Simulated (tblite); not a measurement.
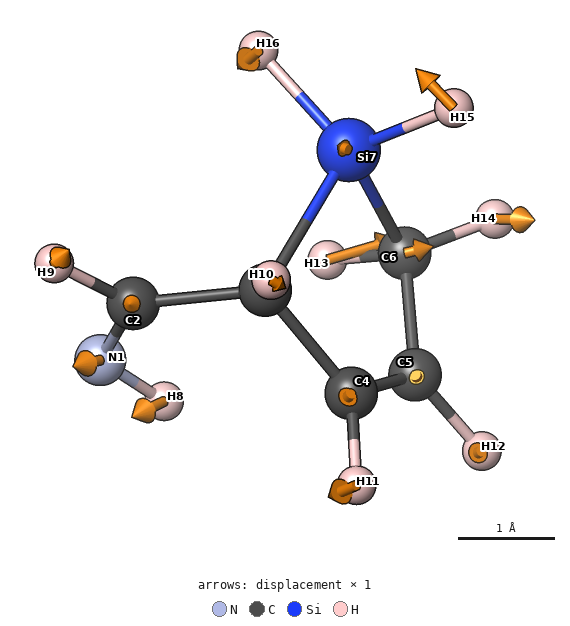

A relaxation of C$_{5}$H$_{9}$NSi. The starting structure is drawn; orange arrows show the displacements, at their true length. The two geometries are superimposed by the best rigid fit.

The picture is a ball-and-stick view, seen from a free direction.

The calculation used GFN2-xTB geometry optimisation, gas phase in tblite 0.8.0. 

Question: Atoms of which element are displaced furthest, and by how much?

Answer: Hydrogen: up to 0.81 Å, against 0.48 Å for nitrogen.

Question: What happened in the run?

Answer: An H atom moves most after the best rigid fit: 0.81 Å. Largest moves by element: H 0.81 Å, N 0.48 Å, C 0.33 Å, Si 0.18 Å. Some distances before and after: C–H 1.135 → 1.081 Å, C–C 1.464 → 1.500 Å, C–Si 1.875 → 1.908 Å, C–C 1.291 → 1.322 Å. Among the angles between lasting bonds that change: C–N–H 123.8° → 114.2°, C–C–Si 98.9° → 104.5°, C–C–Si 98.2° → 103.6°. Groups turn about C–Si by about 25°, C–Si by about 25°, C–C by about 20°. The energy falls by 42.0 kJ/mol in 89 geometry steps.
